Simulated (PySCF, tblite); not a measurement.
**CH₁₃NSi₄: geometry, infrared bands and NMR shifts**

Wanted: the infrared bands and NMR shifts of CH₁₃NSi₄ (`CN[Si]([SiH3])([SiH3])[SiH3]`), by calculation.

Programs: tblite 0.8.0 and PySCF 2.14.0, with density-fitted response routines of our own. Each step states its level of theory. These are calculated values for one molecule in the gas phase, unless marked as measured. Atoms are numbered from 0 throughout.

**1. Starting geometry**

19 atoms, charge 0, multiplicity 1; geometry from: force field or distance geometry start.

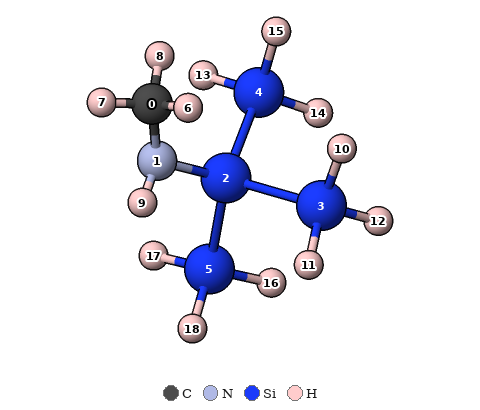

The starting geometry (carbon dark grey, nitrogen light blue, silicon blue, hydrogen pink), atoms numbered.

**2. Optimising the geometry with GFN2-xTB**

Job settings and geometry (Å):

```
{"job": {"kind": "relax", "xc": "GFN2-xTB", "basis": "xTB"}, "charge": 0, "multiplicity": 1}
C     -0.893100     2.487600    -0.233700
N     -0.344900     1.342400    -0.936900
Si     0.142800    -0.145400    -0.180600
Si    -1.613100    -1.329600     0.740600
Si     1.673600     0.060500     1.530500
Si     1.107700    -1.640400    -1.653400
H     -1.881300     2.263900     0.194200
H     -1.024500     3.320500    -0.936400
H     -0.233300     2.842400     0.563900
H     -0.914900     1.151000    -1.749100
H     -2.273700    -0.525300     1.803400
H     -2.623000    -1.643500    -0.300300
H     -1.129800    -2.607400     1.351200
H      2.939000     0.670900     1.020000
H      1.980500    -1.263200     2.101400
H      1.119400     0.929600     2.610800
H      1.433700    -2.909500    -0.952300
H      2.359000    -1.076000    -2.223800
H      0.166300    -1.919300    -2.757100
```

The run is started by

```sh
$ OMP_NUM_THREADS=1 python probes_run.py task.json out
```

The driver reads the jobs from task.json and runs them one after another.

**Question.** This job is followed by: GFN2-xTB harmonic vibrations, gas phase; GIAO PBE0/pcSseg-1 NMR shielding, non-relativistic, gas phase. Predict these results of the whole session: strongest single infrared mode (GFN2-xTB); zero-point energy (GFN2-xTB); 13C shifts against TMS (PBE0/pcSseg-1); 1H shifts against TMS (PBE0/pcSseg-1, means over atoms taken as alike); 15N shifts against NH3 (PBE0/pcSseg-1); 29Si shifts against TMS (PBE0/pcSseg-1, means over atoms taken as alike).

**Answer**, as computed:

| quantity | value |
| --- | --- |
| strongest single infrared mode (GFN2-xTB) | 761 cm⁻¹, 904 km/mol |
| zero-point energy (GFN2-xTB) | 78.3 kcal/mol |
| 13C shifts against TMS (PBE0/pcSseg-1) | 36.2 ppm |
| 1H shifts against TMS (PBE0/pcSseg-1, means over atoms taken as alike) | 3.56, 2.75, -0.90 ppm |
| 15N shifts against NH3 (PBE0/pcSseg-1) | 4.1 ppm |
| 29Si shifts against TMS (PBE0/pcSseg-1, means over atoms taken as alike) | -41.5, -116.8 ppm |

What this shows: The optimisation took 94 steps and gained 0.364 eV; among the close pairs (by a distance rule), Si2–Si3 changed most, from 2.310 to 2.354 Å. No mode is imaginary among the 51: a minimum at this level. Unscaled tight-binding wavenumbers are off by several per cent, some by more. Its intensities can rank the bands wrongly. At PBE0/pcSseg-1: The largest span, 175 ppm, is at Si2, where the paramagnetic term is -491 ppm.
